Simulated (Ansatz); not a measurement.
The parent structure is Ge in the diamond structure (space group Fd-3m, No. 227; a = 5.6222 Å).

Structures relaxed with Ansatz (a first-principles code), LDA, PAW, cutoff 420 eV, without spin-orbit coupling.

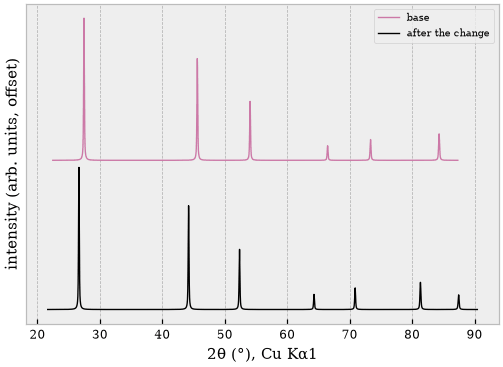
Figure: Simulated powder patterns before (top) and after one change

Q: Name the change that was made.
A) isotropic strain +3.00 %
B) isotropic strain −2.00 %
C) isotropic strain +1.50 %
D) isotropic strain −1.00 %

A: A, isotropic strain +3.00 %. Its volume per atom is 24.27 Å³ against 22.21 Å³, and its space group is Fd-3m (No. 227).

Stability against distortions was not tested.
